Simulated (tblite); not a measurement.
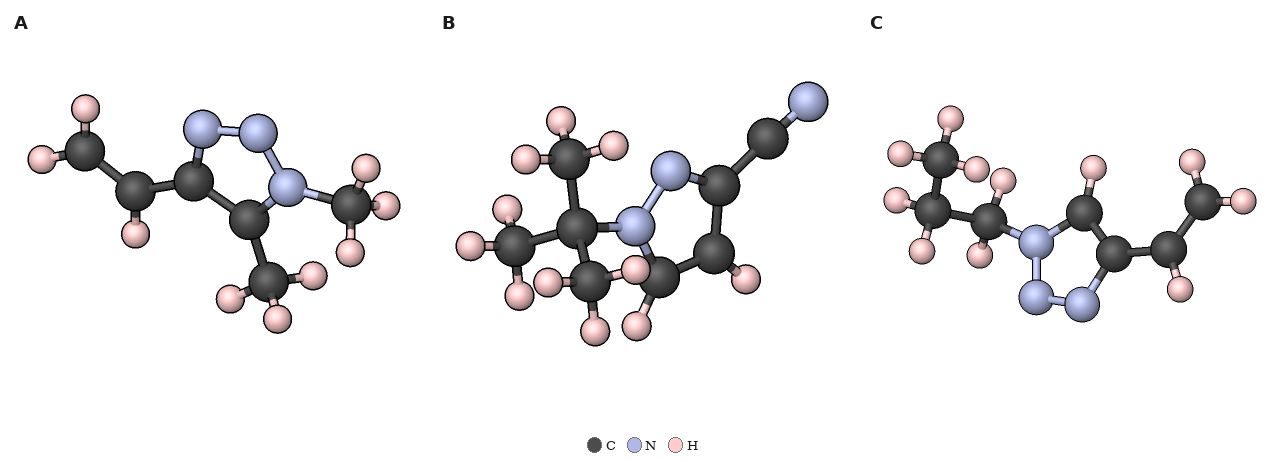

The picture comes from a calculation with tblite.

> Match each picture to its SMILES.
(1) CC(C)(C)n1ccc(C#N)n1
(2) C=Cc1cn(CCC)nn1
(3) C=Cc1nnn(C)c1C

A is (3), B is (1), C is (2).
